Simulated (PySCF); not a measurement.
# C4H4FNSi: NMR shifts at several levels of theory, part 2 of 2

PySCF 2.14.0. Atoms count from 0. Earlier steps stand in the parts before.

### 8 Nuclear shieldings: PBE0/pcSseg-1

Job settings and geometry (Å):

```
{"job": {"kind": "nmr", "xc": "PBE0", "basis": "pcSseg-1", "pop": false}, "charge": 0, "multiplicity": 1}
N      3.446612    -1.255127    -0.142624
C      2.720018    -0.383589     0.077484
C      1.801256     0.720299     0.359013
C      0.398977     0.344344     0.220694
C     -0.771595     0.032208     0.107952
Si    -2.518969    -0.475027    -0.065245
F     -3.467387     0.791370     0.295472
H      2.039079     1.556315    -0.321345
H      1.995920     1.083544     1.383148
H     -2.786826    -0.873243    -1.469849
H     -2.819277    -1.567074     0.894351
```

With the program's defaults for keys left out, this is: GIAO PBE0/pcSseg-1 NMR shielding, non-relativistic, gas phase.

Output:

```text
coarse grid: 10600 points
cycle   1  E = -598.2293595091  dE =  7.915e-01  |g| = 7.251e-01  |ddm| = 3.466e+00
cycle   2  E = -597.9379697701  dE =  2.914e-01  |g| = 1.402e+00  |ddm| = 1.596e+00
cycle   3  E = -598.3237516683  dE = -3.858e-01  |g| = 2.556e-01  |ddm| = 1.085e+00
cycle   4  E = -598.3370426111  dE = -1.329e-02  |g| = 8.044e-02  |ddm| = 2.135e-01
cycle   5  E = -598.3382243911  dE = -1.182e-03  |g| = 2.613e-02  |ddm| = 6.720e-02
cycle   6  E = -598.3383523988  dE = -1.280e-04  |g| = 1.069e-02  |ddm| = 2.850e-02
cycle   7  E = -598.3383790928  dE = -2.669e-05  |g| = 2.064e-03  |ddm| = 8.669e-03
cycle   8  E = -598.3383800710  dE = -9.782e-07  |g| = 4.748e-04  |ddm| = 2.358e-03
final grid: 100848 points
cycle   9  E = -598.3847084460  dE = -2.099e-05  |g| = 4.124e-03  |ddm| = 3.488e-02
cycle  10  E = -598.3847082284  dE =  2.177e-07  |g| = 4.262e-03  |ddm| = 9.333e-03
cycle  11  E = -598.3847123521  dE = -4.124e-06  |g| = 1.537e-03  |ddm| = 4.371e-03
cycle  12  E = -598.3847129228  dE = -5.707e-07  |g| = 2.062e-04  |ddm| = 1.144e-03
cycle  13  E = -598.3847129286  dE = -5.805e-09  |g| = 1.373e-04  |ddm| = 2.165e-04
cycle  14  E = -598.3847129324  dE = -3.718e-09  |g| = 4.537e-05  |ddm| = 1.006e-04
cycle  15  E = -598.3847129328  dE = -4.441e-10  |g| = 6.175e-06  |ddm| = 3.943e-05
converged SCF energy = -598.3847129328

GIAO shielding tensors (ppm)
atom      isotropic    diamagn.    paramagn.     s11        s22        s33       span
  0 N      -44.102     338.145    -382.247   -217.065   -216.425    301.184    518.249
  1 C       67.463     260.230    -192.768    -45.844    -44.216    292.447    338.291
  2 C      173.711     246.372     -72.661    161.057    172.417    187.658     26.600
  3 C       79.873     270.924    -191.051    -12.045     -8.144    259.808    271.853
  4 C       96.817     257.230    -160.413      6.845     17.000    266.607    259.762
  5 Si     381.422     879.046    -497.624    330.409    364.988    448.868    118.459
  6 F      387.947     467.039     -79.091    359.777    383.595    420.469     60.692
  7 H       28.068      25.822       2.246     23.032     27.258     33.914     10.882
  8 H       28.052      25.401       2.651     23.024     27.253     33.877     10.853
  9 H       26.170      28.837      -2.666     22.965     24.854     30.693      7.728
 10 H       26.164      28.656      -2.492     22.961     24.854     30.677      7.716
```

Run time: 12 s. Hardware: 1 thread of Arm Neoverse V2, shared host; peak memory 0.78 GiB.

In short: δ C1 116.9, C3 104.5, C4 87.6, C2 10.7, H9 5.10, H7 3.21 ppm (means over like atoms).

### 9 Shielding tensors: CAM-B3LYP/pcSseg-1

The job, as its differences from that of step 8:

```diff
@@ -1,2 +1,2 @@
-{"job": {"kind": "nmr", "xc": "PBE0", "basis": "pcSseg-1", "pop": false}, "charge": 0, "multiplicity": 1}
+{"job": {"kind": "nmr", "xc": "CAM-B3LYP", "basis": "pcSseg-1", "pop": false}, "charge": 0, "multiplicity": 1}
 N      3.446612    -1.255127    -0.142624
```

Method: GIAO CAM-B3LYP/pcSseg-1 NMR shielding, non-relativistic, gas phase.

Output:

```text
coarse grid: 10600 points
cycle   1  E = -598.5477800627  dE =  8.474e-01  |g| = 7.897e-01  |ddm| = 3.419e+00
cycle   2  E = -598.3658977389  dE =  1.819e-01  |g| = 1.287e+00  |ddm| = 1.457e+00
cycle   3  E = -598.6776246866  dE = -3.117e-01  |g| = 1.546e-01  |ddm| = 8.845e-01
cycle   4  E = -598.6814061174  dE = -3.781e-03  |g| = 8.073e-02  |ddm| = 1.408e-01
cycle   5  E = -598.6826137637  dE = -1.208e-03  |g| = 1.660e-02  |ddm| = 6.475e-02
cycle   6  E = -598.6826666644  dE = -5.290e-05  |g| = 4.655e-03  |ddm| = 1.969e-02
cycle   7  E = -598.6826708235  dE = -4.159e-06  |g| = 2.553e-03  |ddm| = 5.405e-03
final grid: 100848 points
cycle   8  E = -598.7386327144  dE = -1.332e-05  |g| = 4.200e-03  |ddm| = 1.266e-02
cycle   9  E = -598.7386273356  dE =  5.379e-06  |g| = 6.487e-03  |ddm| = 6.540e-03
cycle  10  E = -598.7386367230  dE = -9.387e-06  |g| = 4.987e-04  |ddm| = 4.050e-03
cycle  11  E = -598.7386367775  dE = -5.450e-08  |g| = 9.887e-05  |ddm| = 4.012e-04
cycle  12  E = -598.7386367793  dE = -1.797e-09  |g| = 6.601e-05  |ddm| = 1.120e-04
cycle  13  E = -598.7386367801  dE = -8.458e-10  |g| = 2.204e-05  |ddm| = 5.588e-05
converged SCF energy = -598.7386367801

GIAO shielding tensors (ppm)
atom      isotropic    diamagn.    paramagn.     s11        s22        s33       span
  0 N      -47.355     339.346    -386.701   -222.128   -221.573    301.636    523.764
  1 C       63.365     260.154    -196.789    -52.828    -50.553    293.477    346.305
  2 C      173.515     246.338     -72.823    161.628    172.595    186.321     24.692
  3 C       76.464     271.899    -195.435    -17.701    -14.754    261.848    279.550
  4 C       94.003     257.273    -163.270      2.045     11.746    268.219    266.175
  5 Si     374.866     878.774    -503.908    322.605    358.299    443.694    121.089
  6 F      387.791     467.728     -79.937    359.109    385.375    418.888     59.779
  7 H       28.274      25.812       2.462     23.251     27.462     34.108     10.857
  8 H       28.257      25.331       2.926     23.243     27.457     34.071     10.828
  9 H       26.354      29.147      -2.792     23.164     25.041     30.858      7.694
 10 H       26.348      28.976      -2.628     23.161     25.041     30.842      7.681
```

It took 16 s on 1 thread of Arm Neoverse V2, shared host; peak memory 0.84 GiB.

In short: δ C1 119.1, C3 106.0, C4 88.4, C2 8.9, H9 4.98, H7 3.06 ppm (means over like atoms).

### 10 Nuclear shieldings: KT2/pcSseg-1

The job, as its differences from that of step 9:

```diff
@@ -1,2 +1,2 @@
-{"job": {"kind": "nmr", "xc": "CAM-B3LYP", "basis": "pcSseg-1", "pop": false}, "charge": 0, "multiplicity": 1}
+{"job": {"kind": "nmr", "xc": "KT2", "basis": "pcSseg-1", "pop": false}, "charge": 0, "multiplicity": 1}
 N      3.446612    -1.255127    -0.142624
```

Method: GIAO KT2/pcSseg-1 NMR shielding, non-relativistic, gas phase.

Output:

```text
coarse grid: 10600 points
cycle   1  E = -606.1341269787  dE =  7.718e-01  |g| = 8.637e-01  |ddm| = 3.475e+00
cycle   2  E = -605.3633021834  dE =  7.708e-01  |g| = 2.101e+00  |ddm| = 2.634e+00
cycle   3  E = -606.2328190624  dE = -8.695e-01  |g| = 4.279e-01  |ddm| = 2.101e+00
cycle   4  E = -606.2725258164  dE = -3.971e-02  |g| = 1.860e-01  |ddm| = 4.425e-01
cycle   5  E = -606.2794785671  dE = -6.953e-03  |g| = 6.847e-02  |ddm| = 1.801e-01
cycle   6  E = -606.2804040113  dE = -9.254e-04  |g| = 2.951e-02  |ddm| = 8.614e-02
cycle   7  E = -606.2806019443  dE = -1.979e-04  |g| = 9.169e-03  |ddm| = 2.739e-02
cycle   8  E = -606.2806229393  dE = -2.099e-05  |g| = 2.219e-03  |ddm| = 1.115e-02
cycle   9  E = -606.2806240408  dE = -1.101e-06  |g| = 4.318e-04  |ddm| = 2.565e-03
final grid: 100848 points
cycle  10  E = -606.3375391853  dE = -1.868e-04  |g| = 2.830e-02  |ddm| = 1.098e-01
cycle  11  E = -606.3372457584  dE =  2.934e-04  |g| = 4.996e-02  |ddm| = 6.830e-02
cycle  12  E = -606.3376640938  dE = -4.183e-04  |g| = 5.803e-03  |ddm| = 4.674e-02
cycle  13  E = -606.3376682405  dE = -4.147e-06  |g| = 3.118e-03  |ddm| = 6.337e-03
cycle  14  E = -606.3376705216  dE = -2.281e-06  |g| = 8.345e-04  |ddm| = 2.807e-03
cycle  15  E = -606.3376707096  dE = -1.880e-07  |g| = 2.769e-04  |ddm| = 9.884e-04
cycle  16  E = -606.3376707243  dE = -1.471e-08  |g| = 1.165e-04  |ddm| = 2.541e-04
cycle  17  E = -606.3376707272  dE = -2.901e-09  |g| = 2.660e-05  |ddm| = 1.036e-04
cycle  18  E = -606.3376707274  dE = -1.928e-10  |g| = 3.498e-06  |ddm| = 3.633e-05
converged SCF energy = -606.3376707274

GIAO shielding tensors (ppm)
atom      isotropic    diamagn.    paramagn.     s11        s22        s33       span
  0 N      -22.199     339.467    -361.665   -184.648   -181.855    299.907    484.555
  1 C       79.196     260.282    -181.085    -26.897    -25.616    290.103    317.000
  2 C      170.515     250.812     -80.297    156.806    169.069    185.669     28.863
  3 C       87.785     268.562    -180.777      2.203      6.679    254.474    252.271
  4 C      103.477     257.654    -154.177     18.391     29.968    262.072    243.681
  5 Si     390.347     882.883    -492.536    336.870    370.735    463.437    126.567
  6 F      376.680     467.603     -90.923    345.317    369.332    415.392     70.075
  7 H       27.745      26.112       1.633     22.756     27.175     33.304     10.548
  8 H       27.728      25.569       2.159     22.747     27.169     33.267     10.521
  9 H       25.922      28.999      -3.077     22.722     24.596     30.449      7.727
 10 H       25.915      28.801      -2.886     22.717     24.595     30.433      7.716
```

Run time: 18 s. Hardware: 1 thread of Arm Neoverse V2, shared host; peak memory 0.76 GiB.

In short: δ C1 104.0, C3 95.4, C4 79.7, C2 12.7, H9 5.26, H7 3.44 ppm (means over like atoms).

### 11 NMR shieldings: PBE0/6-31G

The job, as its differences from that of step 10:

```diff
@@ -1,2 +1,2 @@
-{"job": {"kind": "nmr", "xc": "KT2", "basis": "pcSseg-1", "pop": false}, "charge": 0, "multiplicity": 1}
+{"job": {"kind": "nmr", "xc": "PBE0", "basis": "6-31G", "pop": true}, "charge": 0, "multiplicity": 1}
 N      3.446612    -1.255127    -0.142624
```

With the program's defaults for keys left out, this is: GIAO PBE0/6-31G NMR shielding, non-relativistic, gas phase.

Output:

```text
coarse grid: 10600 points
cycle   1  E = -598.2060142361  dE =  9.517e-01  |g| = 7.292e-01  |ddm| = 3.552e+00
cycle   2  E = -597.8820567271  dE =  3.240e-01  |g| = 1.456e+00  |ddm| = 2.095e+00
cycle   3  E = -598.3123951399  dE = -4.303e-01  |g| = 2.348e-01  |ddm| = 1.381e+00
cycle   4  E = -598.3241030291  dE = -1.171e-02  |g| = 7.612e-02  |ddm| = 2.529e-01
cycle   5  E = -598.3252358309  dE = -1.133e-03  |g| = 2.155e-02  |ddm| = 8.109e-02
cycle   6  E = -598.3253316365  dE = -9.581e-05  |g| = 9.884e-03  |ddm| = 2.561e-02
cycle   7  E = -598.3253561193  dE = -2.448e-05  |g| = 1.684e-03  |ddm| = 1.028e-02
cycle   8  E = -598.3253568418  dE = -7.225e-07  |g| = 3.503e-04  |ddm| = 2.134e-03
final grid: 100848 points
cycle   9  E = -598.2730519336  dE = -1.355e-05  |g| = 4.141e-03  |ddm| = 1.730e-02
cycle  10  E = -598.2730522349  dE = -3.013e-07  |g| = 4.237e-03  |ddm| = 9.609e-03
cycle  11  E = -598.2730565674  dE = -4.333e-06  |g| = 1.392e-03  |ddm| = 5.292e-03
cycle  12  E = -598.2730570164  dE = -4.490e-07  |g| = 3.041e-04  |ddm| = 1.345e-03
cycle  13  E = -598.2730570361  dE = -1.965e-08  |g| = 9.582e-05  |ddm| = 3.090e-04
cycle  14  E = -598.2730570373  dE = -1.233e-09  |g| = 5.757e-05  |ddm| = 1.117e-04
cycle  15  E = -598.2730570380  dE = -6.864e-10  |g| = 1.518e-05  |ddm| = 5.464e-05
converged SCF energy = -598.2730570380

GIAO shielding tensors (ppm)
atom      isotropic    diamagn.    paramagn.     s11        s22        s33       span
  0 N       -7.429     334.087    -341.515   -165.112   -163.166    305.992    471.103
  1 C       88.264     262.588    -174.324    -14.749    -13.340    292.882    307.631
  2 C      187.389     243.636     -56.247    174.499    186.176    201.491     26.992
  3 C      101.015     264.450    -163.435     18.884     23.440    260.721    241.837
  4 C      120.029     285.505    -165.477     38.841     50.196    271.048    232.207
  5 Si     437.493     878.823    -441.330    388.410    411.924    512.146    123.736
  6 F      428.510     467.471     -38.961    368.183    425.198    492.150    123.967
  7 H       29.246      26.340       2.906     24.010     28.642     35.085     11.075
  8 H       29.231      26.125       3.107     24.006     28.637     35.051     11.045
  9 H       27.202      28.692      -1.490     23.451     25.582     32.574      9.123
 10 H       27.198      28.588      -1.390     23.451     25.583     32.560      9.109
```

It took 6.5 s on 1 thread of Arm Neoverse V2, shared host; peak memory 0.45 GiB.

Key values: δ C1 111.3, C3 98.5, C4 79.5, C2 12.1, H9 5.41, H7 3.37 ppm (means over like atoms).

### 12 Shielding tensors: PBE0/STO-3G

The job, as its differences from that of step 11:

```diff
@@ -1,2 +1,2 @@
-{"job": {"kind": "nmr", "xc": "PBE0", "basis": "6-31G", "pop": true}, "charge": 0, "multiplicity": 1}
+{"job": {"kind": "nmr", "xc": "PBE0", "basis": "STO-3G", "pop": true}, "charge": 0, "multiplicity": 1}
 N      3.446612    -1.255127    -0.142624
```

With the program's defaults for keys left out, this is: GIAO PBE0/STO-3G NMR shielding, non-relativistic, gas phase.

Output:

```text
coarse grid: 10600 points
cycle   1  E = -590.8701185085  dE =  9.045e-01  |g| = 7.004e-01  |ddm| = 4.691e+00
cycle   2  E = -590.4454242438  dE =  4.247e-01  |g| = 1.449e+00  |ddm| = 2.448e+00
cycle   3  E = -591.0303086867  dE = -5.849e-01  |g| = 1.911e-01  |ddm| = 1.612e+00
cycle   4  E = -591.0402770187  dE = -9.968e-03  |g| = 5.567e-02  |ddm| = 2.746e-01
cycle   5  E = -591.0407182606  dE = -4.412e-04  |g| = 4.117e-02  |ddm| = 9.420e-02
cycle   6  E = -591.0411635446  dE = -4.453e-04  |g| = 5.851e-03  |ddm| = 4.516e-02
cycle   7  E = -591.0411763494  dE = -1.280e-05  |g| = 7.444e-04  |ddm| = 1.017e-02
cycle   8  E = -591.0411764886  dE = -1.392e-07  |g| = 2.160e-04  |ddm| = 8.273e-04
final grid: 100848 points
cycle   9  E = -591.0025780487  dE = -5.087e-06  |g| = 1.878e-03  |ddm| = 1.004e-02
cycle  10  E = -591.0025773585  dE =  6.902e-07  |g| = 2.607e-03  |ddm| = 5.028e-03
cycle  11  E = -591.0025789636  dE = -1.605e-06  |g| = 9.013e-04  |ddm| = 3.143e-03
cycle  12  E = -591.0025791763  dE = -2.127e-07  |g| = 1.062e-04  |ddm| = 9.322e-04
cycle  13  E = -591.0025791778  dE = -1.482e-09  |g| = 8.070e-05  |ddm| = 1.761e-04
cycle  14  E = -591.0025791794  dE = -1.679e-09  |g| = 9.577e-06  |ddm| = 8.246e-05
cycle  15  E = -591.0025791795  dE = -3.070e-11  |g| = 1.331e-06  |ddm| = 1.492e-05
converged SCF energy = -591.0025791795

GIAO shielding tensors (ppm)
atom      isotropic    diamagn.    paramagn.     s11        s22        s33       span
  0 N       71.119     320.004    -248.884    -50.852    -50.191    314.401    365.252
  1 C      145.751     264.658    -118.907     72.072     74.779    290.402    218.331
  2 C      215.219     242.632     -27.414    203.153    214.971    227.532     24.379
  3 C      158.279     267.616    -109.337     99.043    102.003    273.792    174.749
  4 C      164.556     268.106    -103.550    108.552    112.257    272.858    164.306
  5 Si     559.807     867.482    -307.675    507.482    526.490    645.449    137.967
  6 F      535.675     452.877      82.798    361.209    602.225    643.591    282.382
  7 H       30.040      28.078       1.962     24.462     28.220     37.437     12.975
  8 H       30.028      27.746       2.282     24.458     28.219     37.407     12.949
  9 H       29.831      30.764      -0.933     25.875     27.565     36.054     10.179
 10 H       29.827      30.540      -0.713     25.872     27.570     36.039     10.167
```

It took 3.3 s on 1 thread of Arm Neoverse V2, shared host; peak memory 0.39 GiB.

Key values: δ C1 88.9, C3 76.4, C4 70.1, C2 19.5, H9 2.78, H7 2.57 ppm (means over like atoms).

### 13 Comparing the runs: NMR shifts

Shifts (ppm) of some atoms, chosen among heavy atoms and hydrogens apart, means over like atoms, with basis size and wall time:

```
               run     C1     C3    H9    H7     N0    Si5      F6  functions   time
BHandHLYP/pcSseg-1  119.8  105.4  4.80  3.13  315.3  -35.8  -189.1        146   11 s
     BP86/pcSseg-1  111.9  101.6  5.29  3.32  303.3  -30.7  -232.7        146   16 s
  wB97X-D/pcSseg-1  118.6  105.1  4.99  3.07  307.6  -29.0  -203.2        146   16 s
 mPW1PW91/pcSseg-1  116.8  104.2  5.05  3.20  309.0  -29.9  -210.3        146   12 s
     WP04/pcSseg-1  112.4   96.2  4.36  3.18  293.4  -43.2  -210.0        146   12 s
     PBE0/pcSseg-1  116.9  104.5  5.10  3.21  309.8  -29.4  -210.7        146   12 s
CAM-B3LYP/pcSseg-1  119.1  106.0  4.98  3.06  314.6  -31.5  -198.7        146   16 s
      KT2/pcSseg-1  104.0   95.4  5.26  3.44  286.5  -29.3  -238.1        146   18 s
        PBE0/6-31G  111.3   98.5  5.41  3.37  268.1    7.3  -251.1         75  6.5 s
       PBE0/STO-3G   88.9   76.4  2.78  2.57  223.6  -42.2  -231.3         43  3.3 s
```

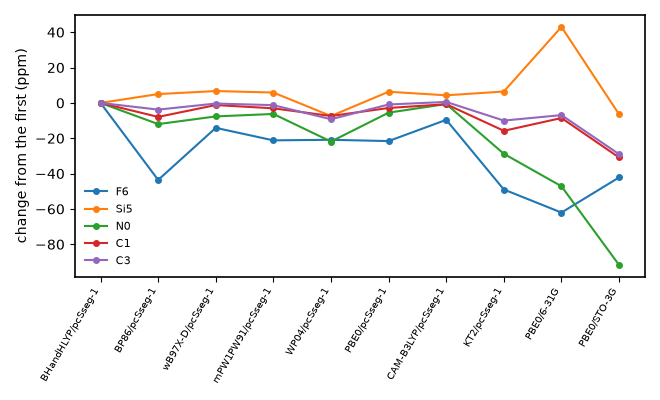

How five of the tabulated atoms move from run to run.

### 14 What came out

What follows sums up all 2 parts.

| quantity | value |
| --- | --- |
| point group | Cs |
| rotational constants (main isotopes) | 8.71, 0.69, 0.65 GHz |
| 13C shifts against TMS (BHandHLYP/pcSseg-1) | 119.8, 105.4, 87.6, 8.8 ppm |
| 1H shifts against TMS (BHandHLYP/pcSseg-1, means over atoms taken as alike) | 4.80, 3.13 ppm |
| 15N shifts against NH3 (BHandHLYP/pcSseg-1) | 315.3 ppm |
| 29Si shifts against TMS (BHandHLYP/pcSseg-1) | -35.8 ppm |
| 19F shifts against CFCl3 (BHandHLYP/pcSseg-1) | -189.1 ppm |
| range of the shift of F6 (minimal bases aside) | -251.1 to -189.1 ppm |
| property runs in this session | 10, of which 0 failed and 1 gave unsound results |

**Reading.** Single values in the summary come from the first sound run of each kind (BHandHLYP/pcSseg-1), which need not be the best level. The start of the PBE0/def2-SVP relaxation was shaken at random by about 0.01 Å, so part of the energy gained, and of the first lengths quoted, undoes that. The optimisation took 7 steps and gained 0.202 eV; among the close pairs (by a distance rule), C2–C3 changed most, from 1.401 to 1.458 Å. No frequency check was run at this level, so the end point may be a saddle. The most deshielded carbon is C1 (nitrile carbon), at 119.8 ppm: typical of a nitrile. At BHandHLYP/pcSseg-1: The widest tensor belongs to N0: span 525 ppm, with a paramagnetic part of -388 ppm. Leaving out the minimal-basis runs, which are unusable for shieldings: In ppm, F6 moves most: its shift spreads over 62.0 ppm, from -251.1 (PBE0/6-31G) to -189.1 (BHandHLYP/pcSseg-1). Part of that comes from the computed reference.
